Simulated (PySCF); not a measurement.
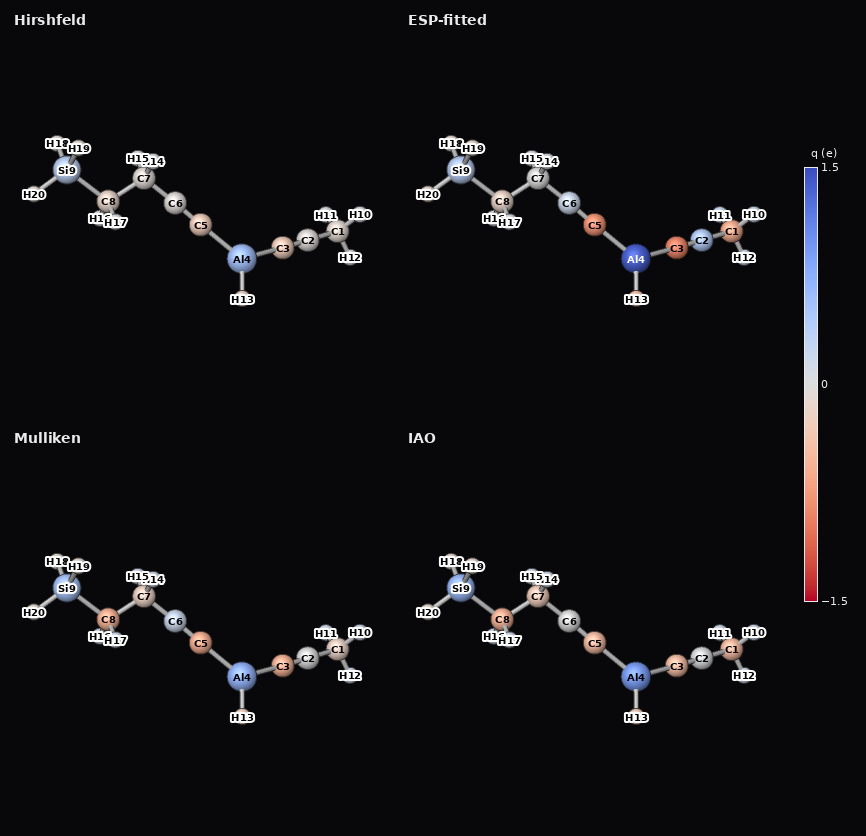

Atomic charges of one calculation by 4 schemes, on one colour scale. The computed structure is the end point of a GFN2-xTB optimisation. No frequency run is at hand to confirm it as a minimum. Level of theory: PBE0/pcSseg-1 (PySCF 2.14.0).

Question: Which scheme gives the most polar picture (largest mean size of the charges)?

Answer: The ESP-fitted charges are the largest in size here, and the Hirshfeld charges the smallest.

Question: On which atom do the schemes disagree most?

Answer: On Al4 (from 0.55 to 1.34 e).

List the charges (e), one line for each set of equivalent atoms.

```tsv
atom	Hirshfeld	ESP-fitted	Mulliken	IAO
C1	−0.09	−0.57	−0.17	−0.44
C2	−0.03	0.39	0.01	0.01
C3	−0.26	−0.87	−0.53	−0.43
Al4	0.55	1.34	0.67	0.88
C5	−0.26	−0.78	−0.56	−0.43
C6	−0.02	0.16	0.18	0.01
C7	−0.05	0.00	−0.19	−0.27
C8	−0.15	−0.17	−0.54	−0.52
Si9	0.32	0.35	0.50	0.60
H10	0.06	0.19	0.15	0.18
H11	0.06	0.19	0.15	0.18
H12	0.06	0.18	0.15	0.17
H13	−0.17	−0.38	−0.21	−0.22
H14	0.06	0.07	0.16	0.16
H15	0.06	0.06	0.16	0.16
H16	0.04	0.07	0.16	0.15
H17	0.04	0.06	0.16	0.15
H18	−0.08	−0.10	−0.08	−0.12
H19	−0.08	−0.10	−0.08	−0.12
H20	−0.08	−0.10	−0.08	−0.11
```

The geometry is semi-empirical. Around Al, Si such bond lengths and angles can be off by a tenth of an ångström or more and by several degrees, and values that hang on the shape move with them.
